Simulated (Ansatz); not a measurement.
# BH3Mg: what the fields show

```xyz
5

B     0.4476   -0.6225   -0.1310
Mg    0.0056    1.5919   -0.4796
H     0.3660   -1.1567    0.9443
H     0.7870   -1.3794   -1.0029
H    -0.3259    3.2533   -0.7410
```

Geometry: PBE0-D4/def2-TZVP.

The calculation used RKS PBE0-D4/def2-TZVPP in Ansatz.

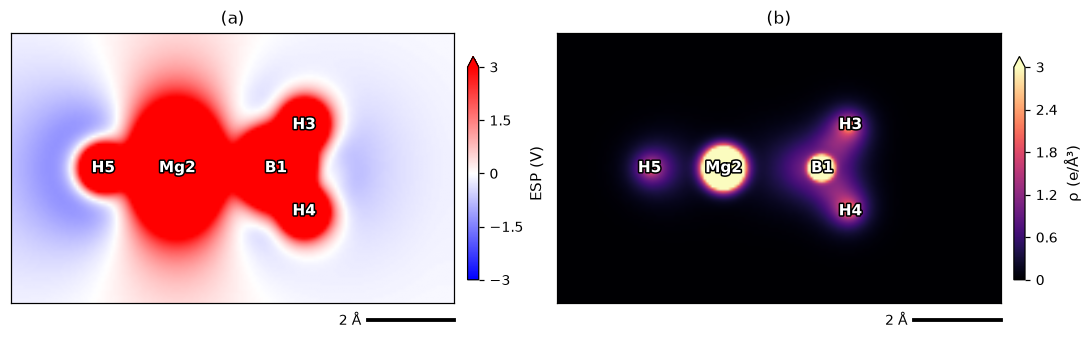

Figure 1. (a) molecular electrostatic potential; (b) electron density on the molecular plane.

Read the bonding off the picture.

Answer. The section cuts through B, Mg and H sites.
Mg–B (2.28 Å): ρ is about 0.4 e/Å³ halfway.
B–H (1.20 Å): the density is about 1.2 e/Å³ at the midpoint.
Mg–H (1.71 Å): ρ at the midpoint is about 0.37 e/Å³.
Outside the dense part of the molecule the potential is most negative (−1.3 V) near H5.

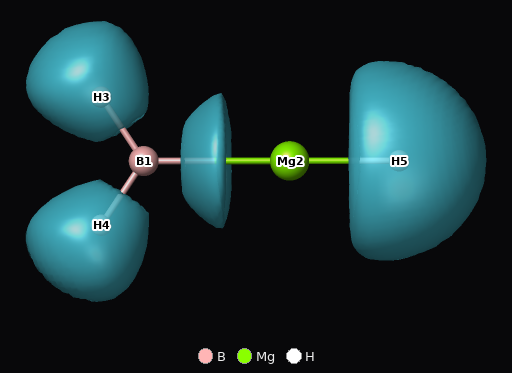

Figure 2. Isosurface of the electron localisation function at 0.9 (cyan), seen across its widest extent. Core shells and regions of very low density are left out.

Describe the localisation domains.

Answer. The ELF exceeds this value in three regions around hydrogen nuclei and one lobe of the valence shell of B pointing towards Mg (polar bonds).


Mg–B (2.28 Å): the ELF peaks at about 1 in the valence shell of B, 0.9 Å from its nucleus, and is about 0.95 at the midpoint. B–H (1.20 Å): the ELF climbs to about 1 towards the hydrogen, as it does in any bond to H; a covalent bond by its length.

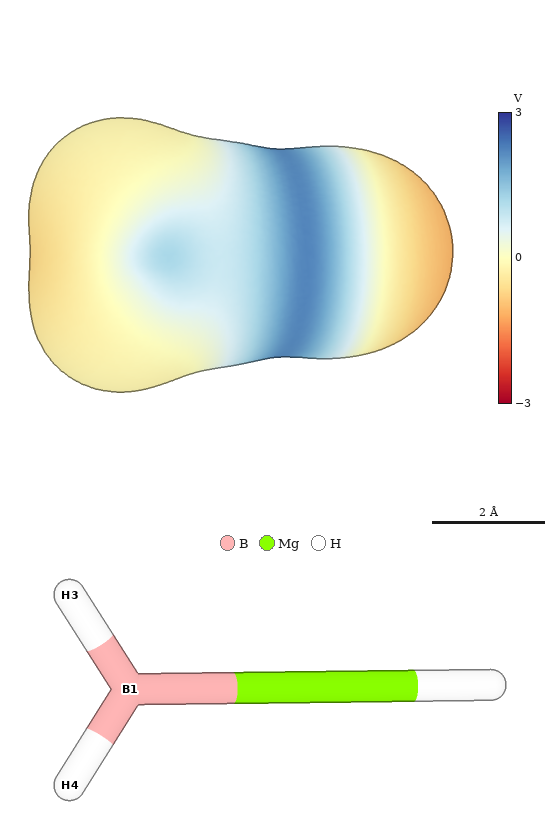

Figure 3. The electrostatic potential painted on the density surface at 0.001 e/bohr³, seen at a tilt; red is negative and blue positive. The bare structure is drawn below in the same view.

Which sites attract a positive test charge, and which a negative one?

Answer. A positive charge is drawn to the negative regions and a negative charge to the positive ones. The most negative region (about −1.1 V) lies over H5, the most positive (about +2.2 V) over Mg2.
